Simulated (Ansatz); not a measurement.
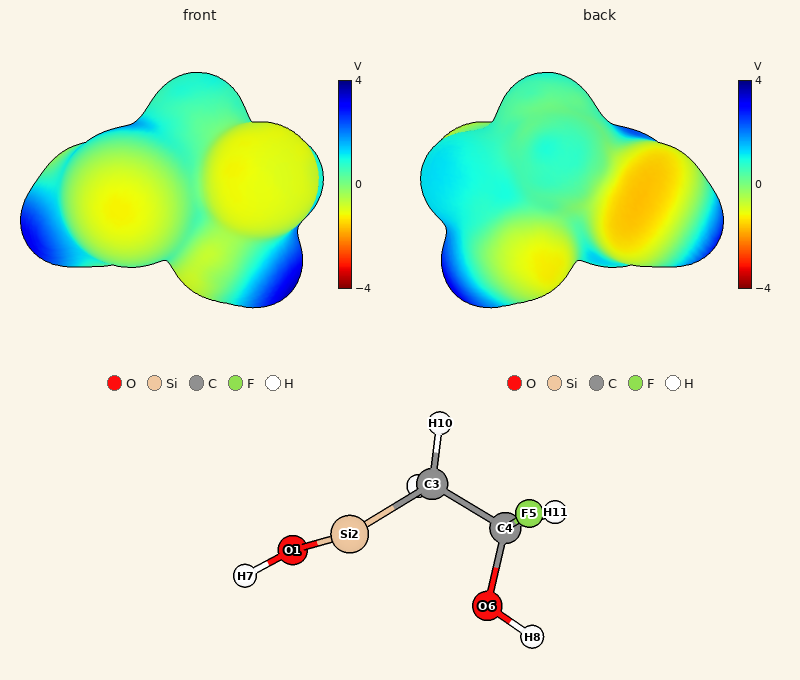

Figure 1: C₂H₅FO₂Si. The molecular electrostatic potential painted on the density surface at 0.004 e/bohr³, seen from the front and from behind; the colour scale runs from red (negative) to blue (positive). The bare structure is drawn below in the same view.

These are results of RKS B3LYP-D4/def2-SVP (Ansatz), not measurements.

```xyz
11

O    -0.1077   -2.4409   -0.5073
Si    0.3095   -0.9475   -1.1700
C     0.5132   -0.0281    0.5334
C    -0.4061    1.1678    0.5128
F     0.1074    2.1317   -0.3499
O    -1.6278    0.7216    0.0173
H    -0.2703   -3.1217   -1.1745
H    -2.2419    1.4666   -0.0539
H     0.2285   -0.7163    1.3453
H     1.5503    0.3072    0.7012
H    -0.5265    1.6811    1.4874
```

### Describe the electrostatic potential map.

The most negative region (about −1.6 V, or −37 kcal/mol for a unit charge) lies over O1, the most positive (about +3.3 V, or +76 kcal/mol for a unit charge) over H8. O1 is the likeliest acceptor of a hydrogen bond.
